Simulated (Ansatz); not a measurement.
The reference is TiO₂ in the rutile structure (space group P4_2/mnm, No. 136; a = 4.597 Å, c = 2.954 Å).

Perturbation: a negative pressure, −1 GPa.

All numbers come from Ansatz (a program for electronic structure), r2SCAN, PAW, cutoff 500 eV, scalar-relativistic without spin-orbit coupling, earlier PAW set.

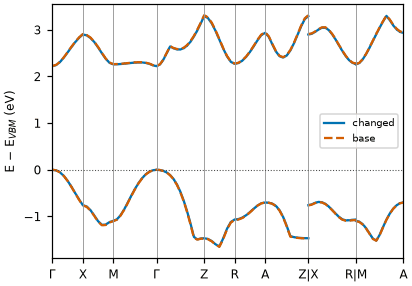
*Highest valence and lowest conduction band along the path, each from its own valence-band maximum*

Task: Read the changed gap and its character from the plot.

Result: About 2.2 eV, direct at Γ.

Load acts through the strain it causes; cell and atoms are relaxed under it. No phonon test of stability was made. All final runs are without spin polarisation.
